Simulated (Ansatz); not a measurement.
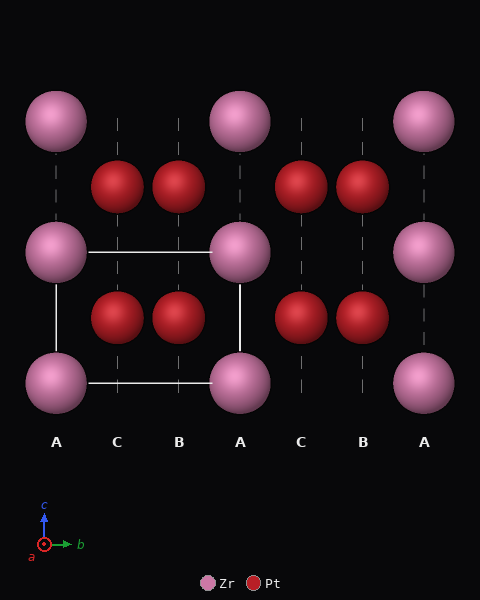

Projection along an edge of the hexagonal mesh, stacking direction c upwards. The dashed lines mark the three columns A (0, 0), B (1/3, 2/3) and C (2/3, 1/3). The sequence starts with the first layer at or above the cell's origin.

ZrPt₂. Coordinates: coordinates from a relaxation with DFT PBE, scalar-relativistic, plane waves, PAW (Ansatz); the starting structure was generated, so it need not be a known form of this composition.

### List the layers of one repeat.

Zr(A) – Pt(B)+Pt(C) (two layers in 2.85 Å).
